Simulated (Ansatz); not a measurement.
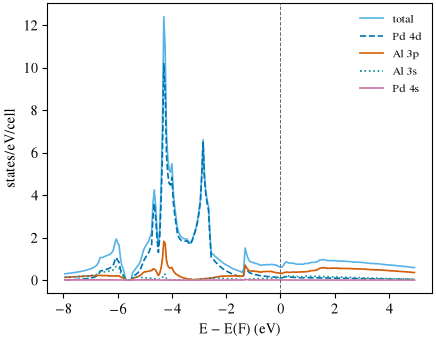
Total and projected density of states of AlPd (rock salt, Fm-3m), plane-wave PAW PBEsol (Ansatz code)

Question: Which orbitals carry the states next to the Fermi level?

Answer: Within 0.5 eV of the Fermi level: Al 3p 50 %, Pd 4d 19 %, Al 3s 18 %, outside the projected shells 12 %. Projections are on Löwdin-orthogonalised atomic valence shells; empty p or d shells of many metals are not among them.

Question: Where is the tallest occupied peak in this window, and what makes it?

Answer: Near -4.3 eV, about 12 states/eV per cell; the largest projected share is Pd 4d.

The start of the workflow was typed in or built on a structure type; neither database checked (COD, Materials Project) lists it. Its standing as an ambient phase is unchecked. The PBEsol relaxation kept the symmetry of its start. At this level the phase is mechanically unstable. No spin polarisation was allowed. Scalar-relativistic: spin–orbit coupling is off unless named, which matters more the heavier the elements.

Potentials: the later of the program's two PAW sets.
